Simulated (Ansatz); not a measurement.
# Dielectric function and optical constants of HfC

Aim: the dielectric function of HfC, and the optical constants that follow from it. The cell comes from an older database entry, whose edges can differ from later determinations, mostly by under a per cent.

Calculated with Ansatz 0.2.0; DFT, PBE, plane-wave PAW, default files, scalar-relativistic, independent-particle optical response without local fields.

The database entry behind the starting cell differs from later determinations by our own check (about 0.2 % long), so it need not match the best structure at ambient conditions.

## 1. Starting point

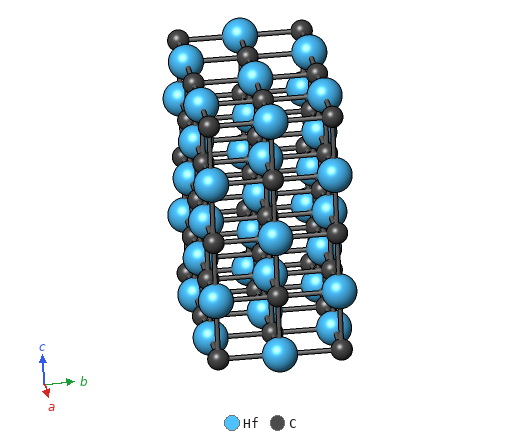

Start, viewed slightly off an axis; hafnium blue, carbon dark grey. 2×1×2 cells are drawn. This picture shows the conventional cell, with its axes. Some periodic images of atoms are drawn too.

Structure file:

```cif
data_structure
_symmetry_space_group_name_H-M 'Fm-3m'
_symmetry_Int_Tables_number 225
_cell_length_a 4.6500
_cell_length_b 4.6500
_cell_length_c 4.6500
_cell_angle_alpha 90.000
_cell_angle_beta 90.000
_cell_angle_gamma 90.000
_cell_volume 100.54
loop_
_atom_site_label
_atom_site_type_symbol
_atom_site_symmetry_multiplicity
_atom_site_Wyckoff_symbol
_atom_site_fract_x
_atom_site_fract_y
_atom_site_fract_z
_atom_site_occupancy
Hf1 Hf 4 b 0.50000 0.00000 0.00000 1
C1 C 4 a 0.00000 0.00000 0.00000 1
```

## 2. Ground state and bands

First the ground state: is it a metal or has it a gap?

This step: DFT, PBE, plane-wave PAW, default files, scalar-relativistic, ground state (Ansatz 0.2.0).

input.yaml reads:

```yaml
crystal:
  lattice:
    - [0.0, 2.325, 2.325]
    - [2.325, 0.0, 2.325]
    - [2.325, 2.325, 0.0]
  atoms:
    - { symbol: Hf, position: [0.5, 0.5, 0.5] }
    - { symbol: C, position: [0.0, 0.0, 0.0] }
kpoints:
  mp_grid: { grid: [8, 8, 8] }
  band_path:
    path:
      - [[0.0, 0.0, 0.0], [0.5, 0.0, 0.5], [0.5, 0.25, 0.75], [0.375, 0.375, 0.75], [0.0, 0.0, 0.0], [0.5, 0.5, 0.5], [0.625, 0.25, 0.625], [0.5, 0.25, 0.75], [0.5, 0.5, 0.5], [0.375, 0.375, 0.75]]
      - [[0.625, 0.25, 0.625], [0.5, 0.0, 0.5]]
    npoints: 6
scf:
  occupations: { method: fermi_dirac, width: 0.05 }
  n_extra_bands: 6
hamiltonian:
  xc: pbe
  pseudopotentials: { kind: paw }
output:
  forces: true
  stress: true
  populations: true
  write_bands: true
  write_density: true
  write_potential: true
  elf: true
  volumetric_format: npy
```

Started as:

```
$ ansatz run input.yaml --threads 4 --pin off --max-ram 8192MiB --backend cpu --events-out ev --progress --plain --runs-dir out
```

Numbers of over 12 decimals in the logs are rounded to 6 here.

The log of the run:

```text
scf.n_extra_bands = 6 over 15 filled bands (N_el = 30.0): the run solves 21 bands
Engine: ansatz 0.2.0, x86_64-unknown-linux-gnu
Pseudopotentials: kind: paw
Pseudopotential: Hf, paw, valence charge 26, recommended cutoff 420 eV (normal), Hf.paw.azcp
Pseudopotential: C, paw, valence charge 4, recommended cutoff 420 eV (normal), C.paw.azcp
Functional definition: PBE
  parameter kappa = 0.804
  parameter beta = 0.066725
  exchange = pbe_x(kappa = kappa, mu = beta*pi^2/3)
  correlation = pbe_c(beta = beta)
Crystal: 2 atoms, lattice volume = 25.136 Å³
Basis set: ecut = 420 eV, 531 PW (Γ), exchange–correlation on 48×48×48 points (8 copies of the dense FFT grid, shifted against one another)
Bands: 21, of which v1, the nominal top of the filled ones, is band 15 counted from 1 (14 counted from 0)
Symmetry: 48 space group operations
Space group: Fm-3m (ITA 225), of the structure as read, at distance tolerance 2.9e-5 Å
k-points: 29 of 512
Non-local potential: Hf, projectors of the file, l = 0: 3, l = 1: 2, l = 2: 2, l = 3: 3
Non-local potential: C, projectors of the file, l = 0: 2, l = 1: 2, l = 2: 1
PAW form: soft (Blöchl's): semilocal exchange-correlation on the pseudo side does not see the compensation charge
PAW one-centre angular grid: Hf, 590 points (default); XC on 64 Gauss nodes
PAW one-centre angular grid: C, 110 points (default); XC on 64 Gauss nodes
Initial density: superposition of atomic densities (neutral atoms: chi_scale 0, normalization atom), corrected by the library's trained network
Initial wavefunctions: pseudopotential atomic-orbital guess
Functional: x = pbe(κ = 0.804, μ = 0.219515), c = pbe(β = 0.066725)
SCF iter   1: F=—  HF=-15974.139264 eV  |F-HF|=—  |Δ(HF+E_count)|=         —  Δρ=1.76e-3  dr2=7.87e-4  ethr=1.77e-3  ⟨swp⟩=5.4  Hψ=2588  notcnv=0  defer=2
preconditioner: auto → Kerker (q_TF=auto, 2.810 Å⁻¹)  [metal: Δε(μ)=0.078 eV  Ē_g=19.798 eV  σ=0.050 eV  W_gap=0.36  n_scr=14 (ndim 8)  ℏωp=39.2 eV  f_vac=0.000  D(μ)=0.31/eV (n_scr^D=0)]
SCF iter   2: F=—  HF=-15974.138989 eV  |F-HF|=—  |Δ(HF+E_count)|=   2.76e-4  Δρ=8.68e-4  dr2=1.36e-4  ethr=2.62e-6  ⟨swp⟩=2.3  Hψ=1218  notcnv=0  defer=14
SCF iter   3: F=—  HF=-15974.139006 eV  |F-HF|=—  |Δ(HF+E_count)|=   1.71e-5  Δρ=3.72e-4  dr2=1.52e-5  ethr=4.53e-7  ⟨swp⟩=2.2  Hψ=1000  notcnv=0  defer=14
SCF iter   4: F=—  HF=-15974.138981 eV  |F-HF|=—  |Δ(HF+E_count)|=   2.42e-5  Δρ=2.19e-4  dr2=5.42e-6  ethr=5.06e-8  ⟨swp⟩=2.3  Hψ=1029  notcnv=0  defer=14
SCF iter   5: F=—  HF=-15974.138983 eV  |F-HF|=—  |Δ(HF+E_count)|=   1.63e-6  Δρ=3.47e-5  dr2=2.56e-7  ethr=1.81e-8  ⟨swp⟩=2.2  Hψ=1029  notcnv=0  defer=14
SCF iter   6: F=—  HF=-15974.138983 eV  |F-HF|=—  |Δ(HF+E_count)|=   1.36e-7  Δρ=1.00e-5  dr2=2.95e-8  ethr=3.33e-10  ⟨swp⟩=13.7  Hψ=5357  notcnv=0
SCF iter   7: F=-15974.138983 eV  HF=-15974.138983 eV  |F-HF|=2.43e-8  |Δ(HF+E_count)|=   2.23e-8  Δρ=3.31e-6  dr2=3.29e-9  ethr=9.84e-11  ⟨swp⟩=7.3  Hψ=3281  notcnv=0
SCF 1 converged in 7 iterations: F = -15974.138983 eV  dr2 = 3.29e-9
  greatest PAW one-centre occupation: 0.998 electrons in one spin orbital (limit 2), on the Hf atom at site 0 (counted from 0), in its partial waves of l = 0
NSCF: frozen V_eff on 62 k-points
SCF converged after 7 iterations
Free energy (F): -15974.138983 eV
Harris-Foulkes:  -15974.138983 eV  (|F-HF|=2.43e-8)
Internal energy: -15974.136464 eV  (E = F + TS)
E sigma→0 (E₀):  -15974.137723 eV
Entropy (-TS):   -0.002519 eV (-1.259 meV/atom)
Fermi energy:    20.066863 eV
--- Per-component energies (eV) ---
  E_band       = 111.723095
  E_kinetic    = 511.416022
  E_local      = -4987.020526  (includes V_loc(G=0)·N_el)
  E_nonlocal   = -1216.961517
  E_hartree    = 2357.512692
  E_xc         = -348.950769
  E_vxc        = -326.993891  (∫ρ·V_xc dr)
  E_paw        = -7026.691901  (= ΣΔE_a)
  E_vpaw       = 1416.262241  (= ΣTr[D̂ρ^β])
  E_aug_tail   = 0.000006  (compensation charges beyond the density's cutoff)
  E_ewald      = -5263.440471
  E_smearing   = -0.002519  (= −TS)
  E_closure    = 0.000000  (closes the sum)
  Σ components = -15974.138983   (vs F -15974.138983, Δ=0.00e0)
--- Forces (eV/Å), atoms counted from 1 ---
  atom   1  Hf     0.00000000    -0.00000000     0.00000000
  atom   2  C     -0.00000000     0.00000000    -0.00000000
  max |Σ_I F_I| component: 8.28e-29 eV/Å
--- Stress (GPa, compression-positive) ---
        0.215517      -0.000000       0.000000
       -0.000000       0.215517      -0.000000
        0.000000       0.000000       0.215517
  P = ⅓ Tr σ = 0.2155 GPa (2.155 kbar)
--- Band table (eV; the first three rows and the last of 29) ---
  k-point 0: bands = [... 11 lower, 9.1263, 21.1726, 21.1726, 21.1726, 21.4905, 21.4905, 21.4905, 23.4907, ... 2 higher]
  k-point 1: bands = [... 11 lower, 9.1267, 19.3421, 19.8342, 19.8342, 22.0552, 22.0552, 22.4389, 25.0606, ... 2 higher]
  k-point 2: bands = [... 11 lower, 9.3988, 17.1164, 18.3761, 18.3761, 23.1291, 23.1538, 23.1538, 27.6386, ... 2 higher]
  k-point 28: bands = [... 11 lower, 10.5159, 17.1415, 17.3965, 17.3965, 23.7896, 23.7896, 26.8484, 27.1771, ... 2 higher]
--- Löwdin populations: 2 sites ---
  site symbol       q [e]
     0     Hf     25.2381
     1      C      4.7226
  spilling = 0.001307 (of n_electrons = 30.000000)
```

Run time: 1.9 s. Hardware: 4 threads of Intel Xeon Platinum 8488C (Sapphire Rapids), shared host; peak memory 0.36 GiB.

This step gave:

```
free energy         : -15974.1390 eV
Fermi energy        : 20.07 eV
electrons           : 30
symmetry operations : 48
pressure            : 0.2155 GPa
volume              : 25.14 Å³
gap on the path     : 0 eV
```

There are states at the Fermi level within the smearing, so the occupations stay smeared and the carriers get a Drude term. The cell is left with a pressure of 0.2 GPa, as it stands unrelaxed at this level.

The electronic bands at the labelled points (eV, zero at the Fermi level; # counts the bands kept):

```
    point      #8     #9    #10    #11    #12   #13   #14   #15
        Γ  -10.94   1.11   1.11   1.11   1.42  1.42  1.42  3.42
        X  -10.38  -2.56  -1.74  -0.02  -0.02  5.34  6.77  6.77
        W   -9.55  -2.92  -2.67  -2.67   3.72  3.72  6.78  7.11
        K   -9.64  -3.46  -2.69  -1.59   1.64  5.82  6.21  8.25
        Γ  -10.94   1.11   1.11   1.11   1.42  1.42  1.42  3.42
        L   -8.39  -6.10  -2.96  -2.96   5.34  5.34  5.81  6.62
        U   -9.64  -3.46  -2.69  -1.59   1.64  5.82  6.21  8.25
        W   -9.55  -2.92  -2.67  -2.67   3.72  3.72  6.78  7.11
        L   -8.39  -6.10  -2.96  -2.96   5.34  5.34  5.81  6.62
        K   -9.64  -3.46  -2.69  -1.59   1.64  5.82  6.21  8.25
jump to U   -9.64  -3.46  -2.69  -1.59   1.64  5.82  6.21  8.25
        X  -10.38  -2.56  -1.74  -0.02  -0.02  5.34  6.77  6.77
```

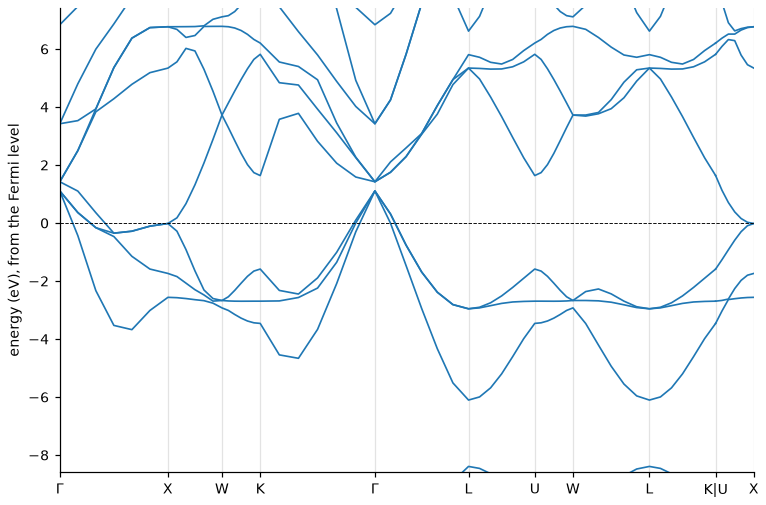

Electronic bands along the path.

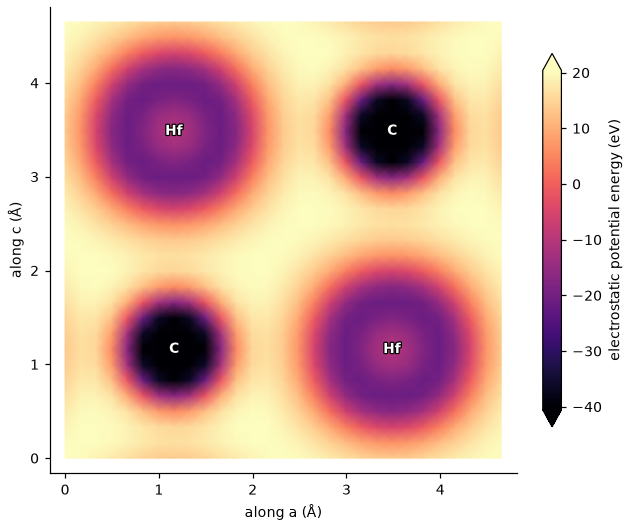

Electrostatic potential energy in the ac plane of the conventional cell at fractional y = 0.000, with atoms of Hf and C within 0.2 Å of it. With pseudopotentials it is smooth inside the atoms' cores, unlike the true potential. The map starts off the cell's origin, so that atoms lie inside it.

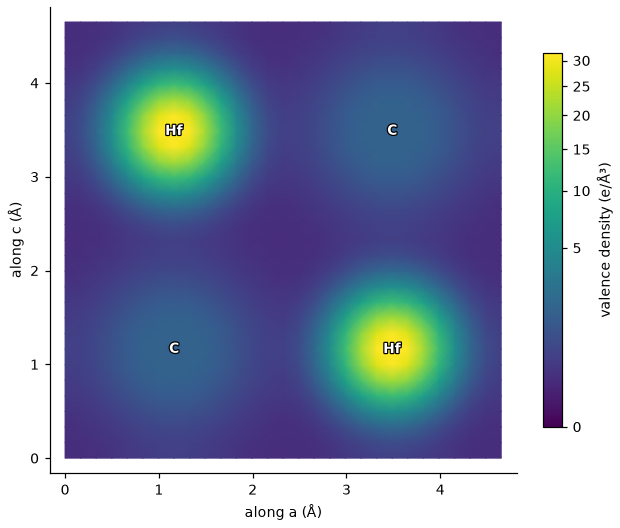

Valence density in the ac plane of the conventional cell at fractional y = 0.000, with atoms of Hf and C within 0.2 Å of it. It is the smooth field of the valence electrons, not physical close to the nuclei. The map starts off the cell's origin, so that atoms lie inside it. The colour scale is stretched toward low values.

## 3. Spectrum

The spectrum is a sum over vertical transitions between filled and empty bands at the fixed density, so many empty bands are needed.

This step: DFT, PBE, plane-wave PAW, default files, scalar-relativistic, independent-particle optical response without local fields (Ansatz 0.2.0).

input.yaml, the sections that differ from step 2:

```yaml
kpoints:
  mp_grid: { grid: [11, 11, 11] }
scf:
  occupations: { method: fermi_dirac, width: 0.05 }
output:
  optics:
    e_range: [0, 20]
    de: 0.05
    sigma: 0.15
    drude_damping: 0.05
    nscf_kmesh: { grid: [14, 14, 14] }
    bands: { spectra_wanted_up_to: 20 }
# crystal, hamiltonian: as in step 2
```

The log of the run:

```text
[...]
Crystal: 2 atoms, lattice volume = 25.136 Å³
Basis set: ecut = 420 eV, 531 PW (Γ)
Bands: 19, of which v1, the nominal top of the filled ones, is band 15 counted from 1 (14 counted from 0)
Symmetry: 48 space group operations
[...]
k-points: 56 of 1331
[...]
SCF iter   1: F=—  HF=-15974.142216 eV  |F-HF|=—  |Δ(HF+E_count)|=         —  Δρ=1.74e-3  dr2=8.27e-4  ethr=1.77e-3  ⟨swp⟩=5.0  Hψ=4464  notcnv=0
[...]
SCF iter   9: F=-15974.141995 eV  HF=-15974.141995 eV  |F-HF|=3.64e-12  |Δ(HF+E_count)|=  7.28e-12  Δρ=7.72e-9  dr2=1.30e-14  ethr=1.00e-12  ⟨swp⟩=3.4  Hψ=2604  notcnv=0
SCF 1 converged in 9 iterations: F = -15974.141995 eV  dr2 = 1.30e-14
[...]
NSCF: frozen V_eff on 104 k-points
output.optics: what the bands over the 33 summed would add to eps1, eps2 and the energy-loss function is held between a lower and an upper bound (6 Lanczos steps). eps1, eps2 and their loss function (loss_summed_bands) are given on every row as the summed bands alone make them. Along an axis, on a row where the two bounds hold the loss function to about 1 % of the greater of itself and 0.5 % of |1/eps|, its cell (loss_completed) is given, with the completed eps1 and eps2 that it is formed of (a cell that is left empty reads nan in the table and null in the record). The two bounds hold it so along every axis on all 400 rows up to 20.000 eV. [rest of the remark cut]
SCF converged after 9 iterations
Free energy (F): -15974.141995 eV
[...]
Internal energy: -15974.139092 eV  (E = F + TS)
E sigma→0 (E₀):  -15974.140543 eV
Entropy (-TS):   -0.002902 eV (-1.451 meV/atom)
Fermi energy:    20.192871 eV
[...]
--- Band table (eV; the first three rows and the last of 56) ---
  k-point 0: bands = [... 11 lower, 9.1254, 21.1718, 21.1718, 21.1718, 21.4899, 21.4899, 21.4899, 23.4899]
  k-point 1: bands = [... 11 lower, 9.1256, 19.9340, 20.2809, 20.2809, 21.8559, 21.8559, 22.2272, 24.4395]
  k-point 2: bands = [... 11 lower, 9.1261, 18.3241, 19.1198, 19.1198, 22.4839, 22.4839, 22.7365, 26.2005]
  k-point 55: bands = [... 11 lower, 10.5396, 16.7955, 17.3788, 17.6883, 23.2921, 24.2499, 26.7865, 27.4137]
```

Wall time 14 s (4 threads); peak memory 1 GiB; 52 s of CPU time.

Numbers from this step:

| Property | Result |
| --- | --- |
| main peak of the optical conductivity above 1 eV, first axis | 11.22 eV |
| Drude plasma energy, first axis | 3.579 eV |
| bands summed | 33 |
| spectra valid up to | 31.57 eV |
| program's estimate of the k-sum error in Im epsilon | 0.17 % |
| electrons in the f-sum | 15.59 |

The Im ε, any direction has structure finer than the step of the table below, so its rows give means over 1 eV, whole bins alone (the curve runs from 0.3 to 20 eV). Peaks (eV: height): 7.3: 8.95, 8.7: 7.26, 11.2: 6.31.

The Im ε, any direction by photon energy; means over each step:

```
photon energy (eV)  Im ε, any direction
                 1                 27.8
                 2                 15.2
                 3                 10.8
                 4                 9.22
                 5                 9.19
                 6                 7.99
                 7                 8.09
                 8                 6.28
                 9                 6.46
                10                 5.26
                11                 5.32
                12                 3.24
                13                 1.72
                14                 1.48
                15                 1.26
                16                 1.50
                17                 1.71
                18                 1.13
                19                0.752
```

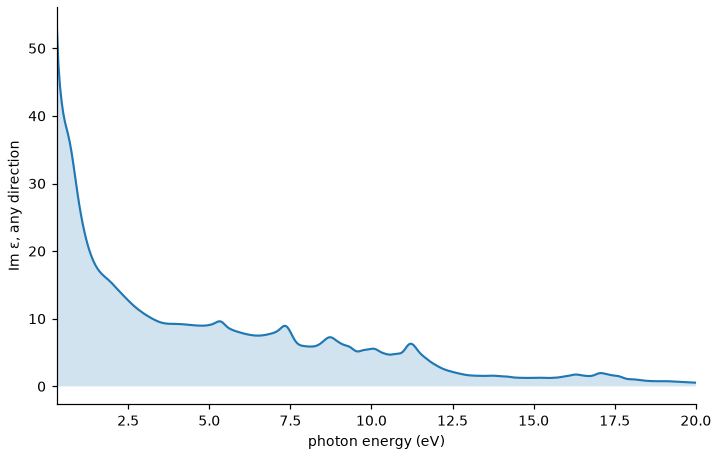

Im ε, any direction, plotted against photon energy.

The Re ε, any direction by photon energy:

```
photon energy (eV)  Re ε, any direction
                 2                 3.56
                 4                 3.70
                 6                 1.47
                 8               0.0128
                10               -0.848
                12                -3.09
                14                -1.03
                16               0.0234
                18               -0.681
                20               -0.103
```

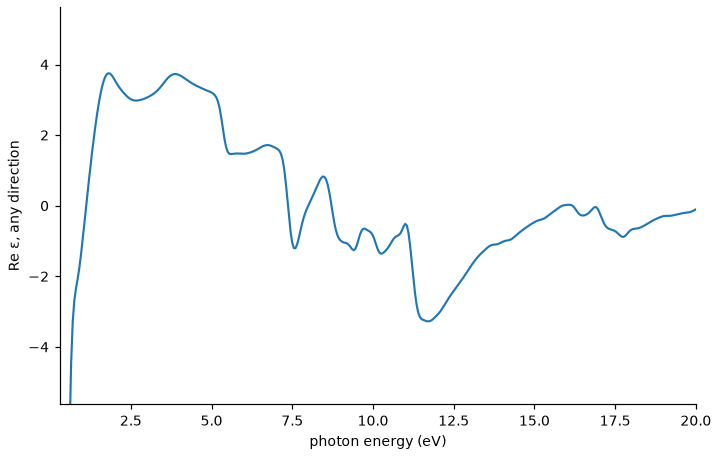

Re ε, any direction against photon energy. Below 1 eV the curve runs off the scale.

(Continued in part 2 of 2.)

[Logs are printed without paths, hosts, clocks, repeated set-up lines and the standing remarks that a program may print on its own settings, such as how far it seeks lower states.]

[Hosts, paths, dates, database ids (printed as entryN), source tags and the programs' standing remarks are cut or masked in the printed files.]
